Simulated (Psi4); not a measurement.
# CH3In (SMILES C[In]): CCSD(T)/def2-SVPD (core potential)

What is the vertical electron affinity of CH3In at CCSD(T)/def2-SVPD (core potential)? 

The calculation is run with Psi4 1.11.

4 further runs of the same task are left out: 4 that didn't finish.

## 1. The structure to begin with

The species is CH3In (5 atoms), meant as a singlet with charge 0. SMILES: `C[In]`. The coordinates come from a PBE0-D4/def2-TZVP relaxation.

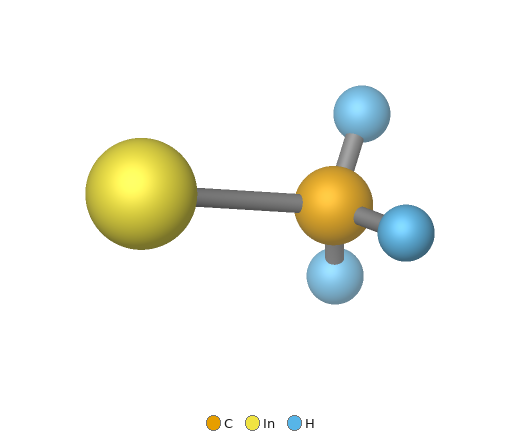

The structure, seen from a chosen angle (carbon amber, indium yellow, hydrogen blue).

## 2. A single-point energy at CCSD(T)/def2-SVPD (core potential)

calc.py

```python
import psi4

psi4.set_memory(2200000000)
psi4.set_num_threads(1)
psi4.set_output_file('psi4.out', False)

molecule = psi4.geometry("""
0 1
C     -0.182770     0.073150    -0.070580
In     1.772750    -0.709460     0.684610
H     -0.972960    -0.040920     0.680150
H     -0.502560    -0.460530    -0.972760
H     -0.114460     1.137770    -0.321410
symmetry c1
no_reorient
no_com
""")

psi4.set_options(dict(puream=True, e_convergence=1e-09, d_convergence=1e-08, scf_type='pk', num_frozen_docc=5))

energy_value = psi4.energy('ccsd(t)/def2-SVPD', molecule=molecule)
print('E =', round(energy_value, 9))
for k, v in sorted(psi4.core.scalar_variables().items()):
    print(f'{k:45s} {v:18.10f}')
```

Started as:

```sh
$ python calc.py
```

psi4.out:

```text
[...]
    !!!  WARNING: ECP capability is in beta. Please check occupations closely.  !!!
[...]
  Running in c1 symmetry.
[...]
  Nuclear repulsion =   51.184425989980888
[...]
  Multiplicity = 1
[...]
  Nalpha       = 15
  Nbeta        = 15
[...]
    Number of basis functions: 76
[...]
   @RHF iter   1:  -228.63196399564256   -1.13165e+00   6.66125e-03 ADIIS/DIIS
[...]
   @RHF iter  11:  -228.78455716258139   -4.66116e-12   5.35698e-09 DIIS
[...]
    Orbital Energies [Eh]
    ---------------------
    Doubly Occupied:
       1A    -11.190270     2A     -5.363937     3A     -3.620608
       4A     -3.620608     5A     -3.610392     6A     -1.008484
       7A     -1.008484     8A     -1.002734     9A     -0.997327
      10A     -0.997327    11A     -0.880878    12A     -0.522841
      13A     -0.522839    14A     -0.450887    15A     -0.269030
[...]
  @RHF Final Energy:  -228.78455716258139
   => Energetics <=
    Nuclear Repulsion Energy =             51.1844259899808876
    One-Electron Energy =                -489.8046746565922831
    Two-Electron Energy =                 209.8356915040300237
    Total Energy =                       -228.7845571625813932
[...]
 Multipole Moments:
 ------------------------------------------------------------------------------------
     Multipole            Electronic (a.u.)      Nuclear  (a.u.)        Total (a.u.)
 ------------------------------------------------------------------------------------
 L = 1.  Multiply by 2.5417464519 to convert [e a0] to [Debye]
 Dipole X            :        -65.3466595           65.2733136           -0.0733460
 Dipole Y            :         26.1518698          -26.1225157            0.0293541
 Dipole Z            :        -25.2359682           25.2076426           -0.0283256
 Magnitude           :                                                    0.0839263
[...]
      * MP2 total energy                      = -229.015379093858400
[...]
      * CCSD total energy                     = -229.045147709237995
[...]
      * CCSD(T) total energy                  = -229.054109020117437
```

Standard output:

```text
E = -229.05410902
(T) CORRECTION ENERGY                              -0.0089613109
CC D1 DIAGNOSTIC                                    0.0303729561
CC D2 DIAGNOSTIC                                    0.2245085142
CC NEW D1 DIAGNOSTIC                                0.0303729561
CC T1 DIAGNOSTIC                                    0.0099249034
CCSD CORRELATION ENERGY                            -0.2605905467
CCSD DOUBLES ENERGY                                -0.2605905467
CCSD ITERATIONS                                    16.0000000000
CCSD OPPOSITE-SPIN CORRELATION ENERGY              -0.2120266148
CCSD SAME-SPIN CORRELATION ENERGY                  -0.0485639318
CCSD SINGLES ENERGY                                 0.0000000000
CCSD TOTAL ENERGY                                -229.0451477092
CCSD(T) CORRELATION ENERGY                         -0.2695518575
CCSD(T) TOTAL ENERGY                             -229.0541090201
CURRENT CORRELATION ENERGY                         -0.2695518575
CURRENT ENERGY                                   -229.0541090201
CURRENT REFERENCE ENERGY                         -228.7845571626
DD SOLVATION ENERGY                                 0.0000000000
HF KINETIC ENERGY                                 112.7006600901
HF POTENTIAL ENERGY                              -341.4852172527
HF TOTAL ENERGY                                  -228.7845571626
HF VIRIAL RATIO                                     3.0300196732
MP2 CORRELATION ENERGY                             -0.2308219313
MP2 DOUBLES ENERGY                                 -0.2308219313
MP2 OPPOSITE-SPIN CORRELATION ENERGY               -0.1799474196
MP2 SAME-SPIN CORRELATION ENERGY                   -0.0508745117
MP2 SINGLES ENERGY                                 -0.0000000000
MP2 TOTAL ENERGY                                 -229.0153790939
NUCLEAR REPULSION ENERGY                           51.1844259900
ONE-ELECTRON ENERGY                              -489.8046746566
PCM POLARIZATION ENERGY                             0.0000000000
PE ENERGY                                           0.0000000000
SCF ITERATION ENERGY                             -228.7845571626
SCF ITERATIONS                                     11.0000000000
SCF TOTAL ENERGY                                 -228.7845571626
TWO-ELECTRON ENERGY                               209.8356915040
```

Run time: 2.4 min. Hardware: 1 thread of Intel Xeon at 2.50GHz (Skylake/Cascade Lake), shared host; peak memory 0.43 GiB.

## 3. The doublet anion at the same level

job.inp

```
memory 2200 mb

molecule molecule1 {
  -1 2
  C
  In 1 r2
  H 1 r3 2 a3
  H 1 r4 3 a4 2 d4
  H 1 r5 3 a5 4 d5

  r2 = 2.237599
  r3 = 1.095905
  a3 = 111.2562
  r4 = 1.095905
  a4 = 107.62869
  d4 = 122.12592
  r5 = 1.0959
  a5 = 107.62891
  d5 = 115.74742
  symmetry c1
}

set basis def2-SVPD
set reference uhf
set puream true
set e_convergence 1e-09
set d_convergence 1e-08
set scf_type pk
set num_frozen_docc 5
set maxiter 100

energy('ccsd(t)')
```

Started as:

```sh
$ psi4 job.inp job.out -n 1
```

job.out:

```text
[...]
    !!!  WARNING: ECP capability is in beta. Please check occupations closely.  !!!
[...]
  Running in c1 symmetry.
[...]
  Nuclear repulsion =   51.184427394875748
[...]
  Multiplicity = 2
[...]
  Nalpha       = 16
  Nbeta        = 15
[...]
    Number of basis functions: 76
[...]
   @UHF iter   1:  -228.52433831199053   -1.06555e+00   7.69913e-03 ADIIS/DIIS
[...]
   @UHF iter  44:  -228.76588312673903   -6.28120e-12   4.10281e-09 DIIS
[...]
   @S^2 Observed:                7.818576335E-01
[...]
    Orbital Energies [Eh]
    ---------------------
    Alpha Occupied:
       1A    -11.024261     2A     -5.150166     3A     -3.408110
       4A     -3.404249     5A     -3.399471     6A     -0.797390
       7A     -0.791617     8A     -0.789847     9A     -0.788340
      10A     -0.782189    11A     -0.713593    12A     -0.361450
      13A     -0.360776    14A     -0.275408    15A     -0.091003
      16A      0.001726
    Alpha Virtual:
      17A      0.192040    18A      0.201635    19A      0.239391
      20A      0.258236    21A      0.259101    22A      0.273633
      23A      0.273993    24A      0.275548    25A      0.366413
[...]
  @UHF Final Energy:  -228.76588312673903
   => Energetics <=
    Nuclear Repulsion Energy =             51.1844273948757476
    One-Electron Energy =                -495.6848412062517468
    Two-Electron Energy =                 215.7345306846369795
    Total Energy =                       -228.7658831267390269
  UHF NO Occupations:
  HONO-2 :   14  A 1.9996021
  HONO-1 :   15  A 1.9844788
[...]
 Multipole Moments:
 ------------------------------------------------------------------------------------
     Multipole            Electronic (a.u.)      Nuclear  (a.u.)        Total (a.u.)
 ------------------------------------------------------------------------------------
 L = 1.  Multiply by 2.5417464519 to convert [e a0] to [Debye]
 Dipole X            :          0.0000333           -0.0000178            0.0000155
 Dipole Y            :         -0.0500013           -0.0000002           -0.0500015
 Dipole Z            :         24.5944519          -25.1162645           -0.5218126
 Magnitude           :                                                    0.5242027
[...]
      * MP2 total energy                      = -229.005432560858395
[...]
      * CCSD total energy                     = -229.035784287474428
[...]
      * CCSD(T) total energy                     = -229.045765399159137
[...]
```

It took 5 min on 1 thread of Intel Xeon at 2.50GHz (Skylake/Cascade Lake), shared host; peak memory 0.44 GiB.

## 4. Results

At CCSD(T)/def2-SVPD (core potential), 5 core orbitals frozen:

| quantity | value |
| --- | --- |
| singlet CH3In: total energy | -229.05411 Eh |
| singlet CH3In: HOMO energy (Hartree–Fock orbitals) | -7.32 eV |
| singlet CH3In: LUMO energy (Hartree–Fock orbitals) | 0.91 eV |
| singlet CH3In: HOMO–LUMO gap (Hartree–Fock orbitals) | 8.23 eV |
| singlet CH3In: correlation energy (5 core orbitals frozen) | -269.6 mEh |
| singlet CH3In: (T) correction | -8.96 mEh |
| singlet CH3In: T1 diagnostic | 0.010 |
| doublet anion: total energy | -229.04577 Eh |
| doublet anion: HOMO energy (Hartree–Fock orbitals) (highest over α and β) | 0.05 eV |
| doublet anion: LUMO energy (Hartree–Fock orbitals) (lowest over α and β) | 5.23 eV |
| doublet anion: correlation energy (5 core orbitals frozen) | -279.9 mEh |
| doublet anion: (T) correction | -9.98 mEh |
| doublet anion: ⟨S²⟩ of the reference determinant | 0.782 |
| doublet anion: T1 diagnostic | 0.022 |
| vertical electron affinity (to the doublet anion) | -0.227 eV |

**Reading.** The anion lies 0.23 eV (5.2 kcal/mol) above the neutral: the electron isn't bound at this level, and such a value depends on the basis. The triples (singlet CH3In) make up 3.3 % of the correlation energy. The triples (doublet anion) make up 3.6 % of the correlation energy. The HOMO (doublet anion) lies at positive energy, 0.05 eV: the electron is unbound at this level or held by a compact basis; values depend on the basis.
